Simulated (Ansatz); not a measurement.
**SiH4O: geometry relaxation**

- system: SiH4O
- method: RKS BHLYP/cc-pVDZ (Ansatz 0.2.0)

It belongs to a series of runs on one base structure; here: end point B relaxed. Figures and captions count atoms from 1; the log counts them from 0 in places.

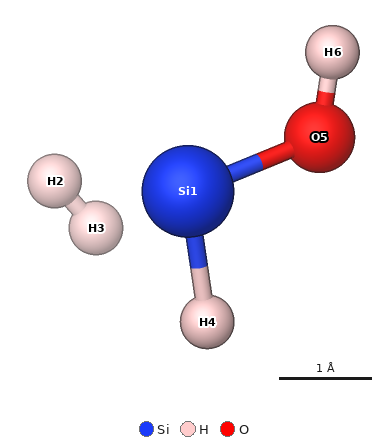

The starting structure (ball-and-stick view, seen at a tilt; atoms are numbered from 1 in the order of the input). Bond lengths as drawn: H–H 0.72 Å, H–O 0.96 Å, H–Si 1.53 Å and O–Si 1.68 Å.

## The input
```yaml
crystal:
  periodic: [false, false, false]
  atoms:
    - { symbol: Si, position_ang: [-0.961447, 0.115353, 0.331438] }
    - { symbol: H, position_ang: [1.483504, 0.070437, 1.378245] }
    - { symbol: H, position_ang: [1.673913, 0.178218, 0.696334] }
    - { symbol: H, position_ang: [-0.243529, 0.983771, -0.699087] }
    - { symbol: O, position_ang: [-0.85157, -1.302054, -0.571327] }
    - { symbol: H, position_ang: [-1.243673, -2.061724, -0.142003] }
basis:
  gaussian: { orbitals: cc-pVDZ }
hamiltonian:
  xc: { name: BHLYP }
relax:
  f_tol: 0.03
  max_steps: 50
output:
  orbitals: {}
```

Command:
```bash
ansatz run input.yaml --threads 1 --pin off --max-ram 2048MiB --backend cpu --events-out ev --progress --plain --runs-dir out
```

## Log
```
The last accepted step is kept in [file] (removed where the run ends without a failure and the disk answers)
Engine: ansatz 0.2.0, x86_64-unknown-linux-gnu
Functional definition: BHLYP
  parameter a = 0.5
  exchange = (1 - a)*b88_x + a*exact_x
  correlation = lyp_c
554 factors; integrals over basis functions are off by at most 5.2e-4 eV
mean field evaluation 1: about -9984.1188 eV, gradient 4.2e1 eV
mean field evaluation 2: about -9980.6670 eV, gradient 6.0e1 eV
mean field evaluation 4: about -9987.2614 eV, gradient 5.1e-1 eV
mean field evaluation 8: about -9987.2621 eV, gradient 4.6e-3 eV
mean field -9987.26205201 eV, -367.0251108019 hartree, gradient 5.7e-5 eV, S^2 0.000000; 0 other end points of the search recorded, 0 dependent functions left out
the calculation of the forces begins
reference -9987.26218735 eV, -367.0251157758 hartree; 13, 13 occupied and 39, 39 virtual orbitals, 554 factors
relax step   1: F+E_penalty+E_count = -9987.26205201 eV  Δ(F+E_penalty+E_count) = +0.000e0 eV  max|allowed force component| = 1.600e0 eV/Å  Δτ_max = 0.0000 Å  (22 SCF iters, accepted)
these checks for a lower state are left out or cut short: starts, cluster_reference, orbital_swaps, neighbouring_geometries, increment
554 factors; integrals over basis functions are off by at most 3.2e-4 eV
mean field evaluation 16: about -9987.2959 eV, gradient 3.5e-2 eV
mean field -9987.29594285 eV, -367.0263562673 hartree, gradient 3.1e-5 eV, S^2 0.000000; 0 other end points of the search recorded, 0 dependent functions left out
the calculation of the forces begins
reference -9987.29608123 eV, -367.0263613529 hartree; 13, 13 occupied and 39, 39 virtual orbitals, 554 factors
relax step   2: F+E_penalty+E_count = -9987.29594285 eV  Δ(F+E_penalty+E_count) = -3.389e-2 eV  max|allowed force component| = 1.567e-1 eV/Å  Δτ_max = 0.1922 Å  (24 SCF iters, accepted)
these checks for a lower state are left out or cut short: starts, cluster_reference, orbital_swaps, neighbouring_geometries, increment
554 factors; integrals over basis functions are off by at most 3.5e-4 eV
mean field -9987.29182326 eV, -367.0262048753 hartree, gradient 2.0e-5 eV, S^2 0.000000; 0 other end points of the search recorded, 0 dependent functions left out
the calculation of the forces begins
reference -9987.29196151 eV, -367.0262099560 hartree; 13, 13 occupied and 39, 39 virtual orbitals, 554 factors
relax step   3: F+E_penalty+E_count = -9987.29182326 eV  Δ(F+E_penalty+E_count) = +4.120e-3 eV  max|allowed force component| = 2.731e-1 eV/Å  Δτ_max = 0.0852 Å  (27 SCF iters, rejected (line search))
these checks for a lower state are left out or cut short: starts, cluster_reference, orbital_swaps, neighbouring_geometries, increment
554 factors; integrals over basis functions are off by at most 3.1e-4 eV
mean field -9987.29751678 eV, -367.0264141084 hartree, gradient 4.0e-5 eV, S^2 0.000000; 0 other end points of the search recorded, 0 dependent functions left out
the calculation of the forces begins
reference -9987.29765491 eV, -367.0264191845 hartree; 13, 13 occupied and 39, 39 virtual orbitals, 554 factors
relax step   4: F+E_penalty+E_count = -9987.29751678 eV  Δ(F+E_penalty+E_count) = -1.574e-3 eV  max|allowed force component| = 1.199e-1 eV/Å  Δτ_max = 0.0415 Å  (24 SCF iters, accepted)
these checks for a lower state are left out or cut short: starts, cluster_reference, orbital_swaps, neighbouring_geometries, increment
554 factors; integrals over basis functions are off by at most 3.1e-4 eV
mean field evaluation 32: about -9987.2985 eV, gradient 1.0e-2 eV
mean field -9987.29825682 eV, -367.0264413042 hartree, gradient 2.1e-5 eV, S^2 0.000000; 0 other end points of the search recorded, 0 dependent functions left out
the calculation of the forces begins
reference -9987.29839514 eV, -367.0264463873 hartree; 13, 13 occupied and 39, 39 virtual orbitals, 554 factors
relax step   5: F+E_penalty+E_count = -9987.29825682 eV  Δ(F+E_penalty+E_count) = -7.400e-4 eV  max|allowed force component| = 8.076e-2 eV/Å  Δτ_max = 0.0406 Å  (24 SCF iters, accepted)
these checks for a lower state are left out or cut short: starts, cluster_reference, orbital_swaps, neighbouring_geometries, increment
554 factors; integrals over basis functions are off by at most 3.1e-4 eV
mean field -9987.29843649 eV, -367.0264479072 hartree, gradient 1.9e-5 eV, S^2 0.000000; 0 other end points of the search recorded, 0 dependent functions left out
the calculation of the forces begins
reference -9987.29857483 eV, -367.0264529908 hartree; 13, 13 occupied and 39, 39 virtual orbitals, 554 factors
relax step   6: F+E_penalty+E_count = -9987.29843649 eV  Δ(F+E_penalty+E_count) = -1.797e-4 eV  max|allowed force component| = 5.074e-2 eV/Å  Δτ_max = 0.0080 Å  (22 SCF iters, accepted)
these checks for a lower state are left out or cut short: starts, cluster_reference, orbital_swaps, neighbouring_geometries, increment
554 factors; integrals over basis functions are off by at most 3.2e-4 eV
mean field -9987.29843564 eV, -367.0264478756 hartree, gradient 2.6e-5 eV, S^2 0.000000; 0 other end points of the search recorded, 0 dependent functions left out
the calculation of the forces begins
reference -9987.29857391 eV, -367.0264529572 hartree; 13, 13 occupied and 39, 39 virtual orbitals, 554 factors
relax step   7: F+E_penalty+E_count = -9987.29843564 eV  Δ(F+E_penalty+E_count) = +8.581e-7 eV  max|allowed force component| = 2.030e-2 eV/Å  Δτ_max = 0.0422 Å  (24 SCF iters, accepted)
these checks for a lower state are left out or cut short: starts, cluster_reference, orbital_swaps, neighbouring_geometries, increment
554 factors; integrals over basis functions are off by at most 3.1e-4 eV
mean field -9987.29847536 eV, -367.0264493353 hartree, gradient 3.1e-5 eV, S^2 0.000000; 0 other end points of the search recorded, 0 dependent functions left out
the calculation of the forces begins
reference -9987.29861374 eV, -367.0264544208 hartree; 13, 13 occupied and 39, 39 virtual orbitals, 554 factors
relax step   8: F+E_penalty+E_count = -9987.29847536 eV  Δ(F+E_penalty+E_count) = -3.972e-5 eV  max|allowed force component| = 5.454e-2 eV/Å  Δτ_max = 0.0384 Å  (24 SCF iters, accepted)
these checks for a lower state are left out or cut short: starts, cluster_reference, orbital_swaps, neighbouring_geometries, increment
554 factors; integrals over basis functions are off by at most 3.1e-4 eV
mean field -9987.29856056 eV, -367.0264524664 hartree, gradient 1.9e-5 eV, S^2 0.000000; 0 other end points of the search recorded, 0 dependent functions left out
the calculation of the forces begins
reference -9987.29869896 eV, -367.0264575527 hartree; 13, 13 occupied and 39, 39 virtual orbitals, 554 factors
relax step   9: F+E_penalty+E_count = -9987.29856056 eV  Δ(F+E_penalty+E_count) = -8.520e-5 eV  max|allowed force component| = 2.806e-2 eV/Å  Δτ_max = 0.0205 Å  (22 SCF iters, accepted)
554 factors; integrals over basis functions are off by at most 3.1e-4 eV
mean field evaluation 64: about -9987.2988 eV, gradient 6.7e-2 eV
```

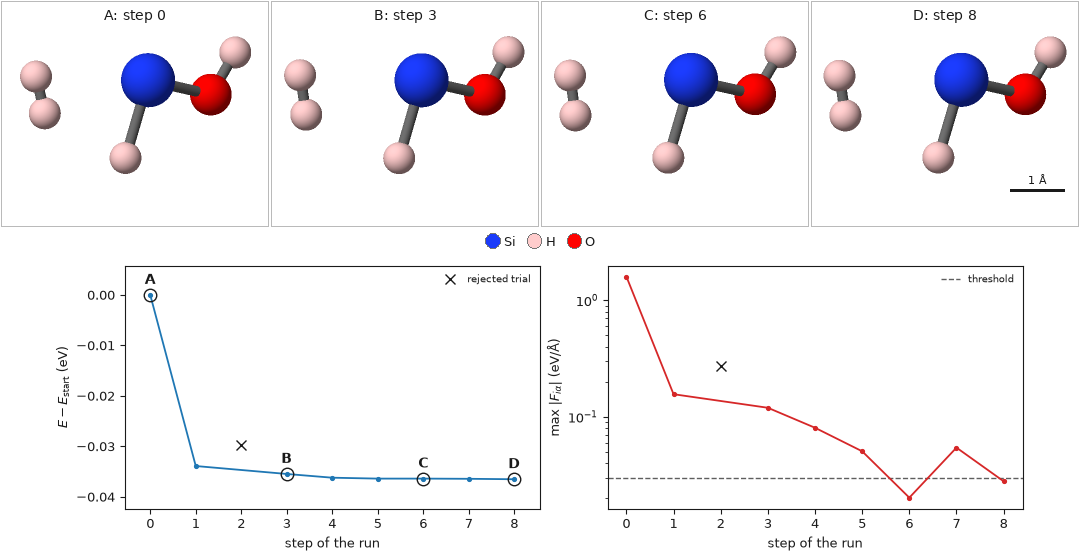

Frames of the relaxation (ball-and-stick view, seen at a tilt) above the curves, on which the letters mark them (the first geometry is step 0 here and step 1 in the log).

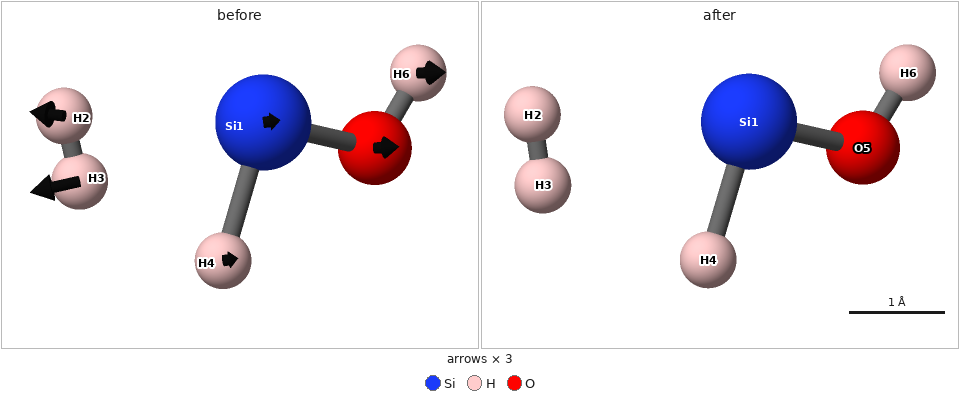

Before (left) and after (right) the relaxation, at one scale (ball-and-stick view, seen at a tilt). The black arrows give the displacements, magnified 3 times. The largest move after the best rigid fit is that of H3, 0.18 Å. By element the largest moves are H 0.18 Å, O 0.09 Å, Si 0.06 Å. Among the contacts that change: H2–H3 0.716 → 0.757 Å. After 8 geometry steps the energy has fallen by 0.037 eV. Largest force component: 1.6 eV/Å at the start, 0.028 eV/Å at the end. The line search rejected the trial step at point 2 (counted from 0) and went back. (Atoms are counted from 1 in the order of the input.)

```
mean field -9987.29856056 eV, -367.0264524664 hartree, gradient 1.9e-5 eV, S^2 0.000000; 1 other end points of the search recorded, 0 dependent functions left out
the calculation of the forces begins
reference -9987.29869896 eV, -367.0264575527 hartree; 13, 13 occupied and 39, 39 virtual orbitals, 554 factors
Total energy: -9987.29869896 eV, -367.0264575527 hartree
Atom 0 at    -1.005360     0.080589     0.307590 Å, force    -0.003328     0.003106     0.005442 eV/Å
Atom 1 at     1.596006     0.091586     1.451685 Å, force     0.009038     0.008765    -0.028062 eV/Å
Atom 2 at     1.815560     0.277689     0.751807 Å, force    -0.008604    -0.007996     0.027476 eV/Å
Atom 3 at    -0.274818     0.944979    -0.719102 Å, force     0.001604    -0.000303     0.000786 eV/Å
Atom 4 at    -0.932535    -1.327608    -0.610150 Å, force    -0.006236    -0.021850    -0.000290 eV/Å
Atom 5 at    -1.341655    -2.083236    -0.188230 Å, force     0.007525     0.018278    -0.005352 eV/Å
Dipole moment:    -0.073225    -0.162198     0.172799 e Å
```

## Trajectory as extended XYZ (Å, eV, eV/Å), 9 frames, from step=1 to step=9
```
6
Properties=species:S:1:pos:R:3:forces:R:3 step=1 energy=-9987.26205
Si   -0.9614    0.1154    0.3314   -0.0346  -0.0280  -0.0151
H     1.4835    0.0704    1.3782   -0.4316  -0.2542   1.6005
H     1.6739    0.1782    0.6963    0.4753   0.2609  -1.5876
H    -0.2435    0.9838   -0.6991    0.0010   0.0091  -0.0060
O    -0.8516   -1.3021   -0.5713    0.0033   0.0140   0.0037
H    -1.2437   -2.0617   -0.1420   -0.0134  -0.0018   0.0045
6
Properties=species:S:1:pos:R:3:forces:R:3 step=2 energy=-9987.29594
Si   -1.0522    0.1100    0.2856    0.0178  -0.0675  -0.0277
H     1.5737    0.0666    1.4469    0.0715   0.0440  -0.1500
H     1.8499    0.2266    0.7566   -0.0815  -0.0356   0.1567
H    -0.3241    0.9771   -0.7399    0.0161  -0.0075  -0.0010
O    -0.8893   -1.3211   -0.5886   -0.0461   0.0693   0.0090
H    -1.3008   -2.0752   -0.1670    0.0223  -0.0026   0.0129
6
Properties=species:S:1:pos:R:3:forces:R:3 step=3 energy=-9987.29182 accepted=F
Si   -0.9942    0.0853    0.3103    0.0093  -0.1673  -0.0921
H     1.5934    0.1090    1.4638    0.0400   0.0273  -0.1834
H     1.7938    0.2408    0.7415   -0.0313  -0.0254   0.1724
H    -0.2737    0.9532   -0.7200   -0.0348   0.0123  -0.0227
O    -0.9617   -1.3173   -0.6333    0.0365  -0.0113   0.2731
H    -1.3003   -2.0871   -0.1687   -0.0198   0.1645  -0.1473
6
Properties=species:S:1:pos:R:3:forces:R:3 step=4 energy=-9987.29752
Si   -1.0197    0.0976    0.2992    0.0151  -0.0972  -0.0565
H     1.5813    0.0849    1.4543    0.0184   0.0140  -0.0507
H     1.8277    0.2339    0.7538   -0.0206  -0.0081   0.0474
H    -0.3065    0.9667   -0.7354   -0.0043   0.0008  -0.0036
O    -0.9240   -1.3192   -0.6113   -0.0170   0.0277   0.1199
H    -1.3015   -2.0800   -0.1670    0.0084   0.0628  -0.0565
6
Properties=species:S:1:pos:R:3:forces:R:3 step=5 energy=-9987.29826
Si   -0.9975    0.0809    0.3132   -0.0038  -0.0616  -0.0501
H     1.5813    0.1067    1.4500    0.0028  -0.0012  -0.0014
H     1.8170    0.2534    0.7469   -0.0002   0.0021   0.0006
H    -0.2809    0.9512   -0.7182    0.0076  -0.0018   0.0059
O    -0.9259   -1.3268   -0.6114   -0.0512   0.0033   0.0808
H    -1.3368   -2.0815   -0.1869    0.0449   0.0592  -0.0357
6
Properties=species:S:1:pos:R:3:forces:R:3 step=6 energy=-9987.29844
Si   -1.0043    0.0821    0.3093   -0.0010  -0.0215  -0.0198
H     1.5848    0.1039    1.4517    0.0049   0.0011  -0.0073
H     1.8230    0.2537    0.7498   -0.0044   0.0003   0.0069
H    -0.2848    0.9518   -0.7204    0.0051  -0.0004   0.0028
O    -0.9272   -1.3258   -0.6112   -0.0388  -0.0290   0.0507
H    -1.3343   -2.0817   -0.1855    0.0340   0.0496  -0.0333
6
Properties=species:S:1:pos:R:3:forces:R:3 step=7 energy=-9987.29844
Si   -1.0022    0.0844    0.3076   -0.0093  -0.0124   0.0013
H     1.5970    0.0742    1.4474   -0.0012   0.0045  -0.0021
H     1.8016    0.2900    0.7523    0.0036  -0.0026   0.0000
H    -0.2712    0.9445   -0.7223    0.0046   0.0031   0.0029
O    -0.9296   -1.3266   -0.6063   -0.0013  -0.0129  -0.0056
H    -1.3384   -2.0826   -0.1850    0.0036   0.0203   0.0036
6
Properties=species:S:1:pos:R:3:forces:R:3 step=8 energy=-9987.29847
Si   -1.0065    0.0806    0.3086    0.0014  -0.0012  -0.0052
H     1.5881    0.1040    1.4527    0.0209   0.0115  -0.0541
H     1.8248    0.2595    0.7501   -0.0212  -0.0108   0.0545
H    -0.2815    0.9489   -0.7186    0.0014   0.0000   0.0018
O    -0.9303   -1.3264   -0.6115   -0.0238  -0.0337   0.0250
H    -1.3375   -2.0826   -0.1877    0.0213   0.0341  -0.0220
6
Properties=species:S:1:pos:R:3:forces:R:3 step=9 energy=-9987.29856
Si   -1.0054    0.0806    0.3076   -0.0033   0.0031   0.0054
H     1.5960    0.0916    1.4517    0.0090   0.0088  -0.0281
H     1.8156    0.2777    0.7518   -0.0086  -0.0080   0.0275
H    -0.2748    0.9450   -0.7191    0.0016  -0.0003   0.0008
O    -0.9325   -1.3276   -0.6101   -0.0062  -0.0219  -0.0003
H    -1.3417   -2.0832   -0.1882    0.0075   0.0183  -0.0054
```

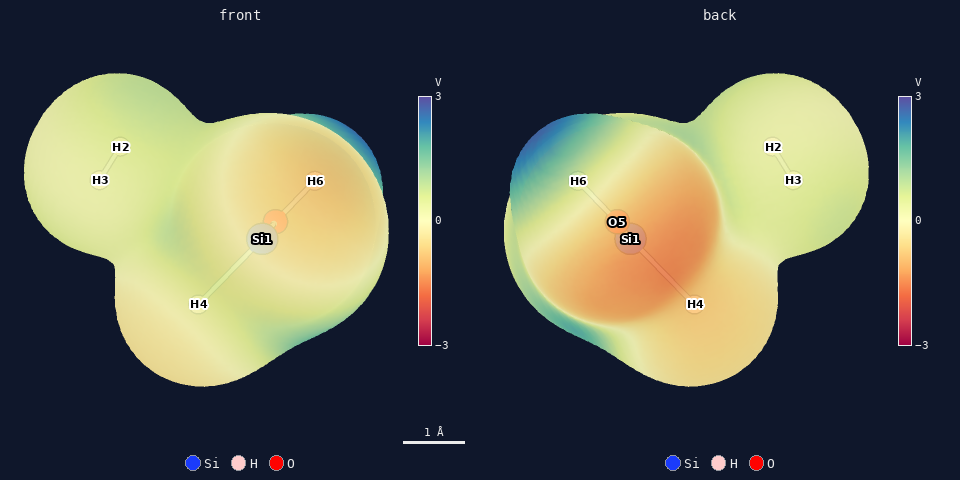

The molecular electrostatic potential painted on the density surface at 0.002 e/bohr³, seen at a tilt and from behind; red is negative and blue positive.

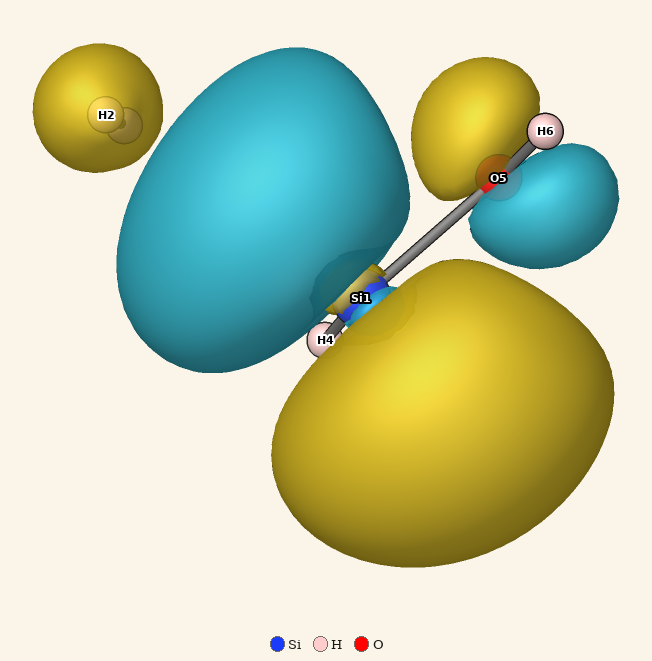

One frontier orbital at ±0.08 Å⁻³ᐟ² (yellow and cyan are the two phases), seen at a tilt. The LUMO, at −0.71 eV. Its weight (Hirshfeld) is mainly on Si1 (80 %) and O5 (10 %).

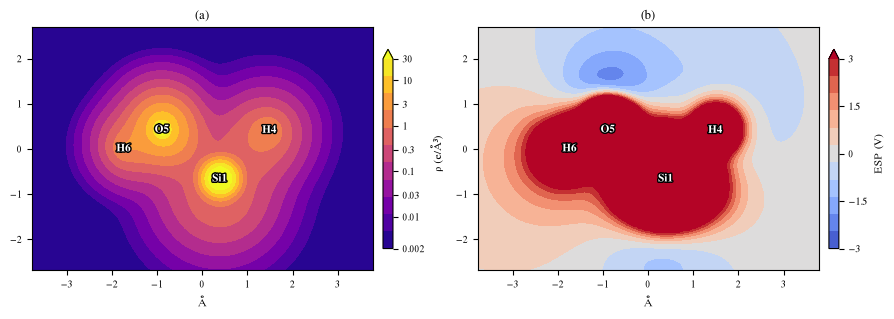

(a) total electron density; (b) electrostatic potential on the plane of atoms H4, Si1 and O5. Atoms in the plane: Si, H and O. O–H (0.96 Å): ρ at the midpoint is about 3.8 e/Å³, with its minimum of 2.4 e/Å³ about 0.8 Å from O. Si–H (1.53 Å): ρ at the midpoint is about 0.72 e/Å³.

## Results in brief

```tsv
quantity	value
outcome	converged
total energy	−9987.2987 eV
mean-field energy	−9987.2987 eV
largest force (length of the vector) at the end	0.031 eV/Å
hardware	1 thread of Intel Xeon @ 2.60GHz (Ice Lake), 24 GiB of memory available, shared host
wall time	9.4 s
peak memory	0.12 GiB
```
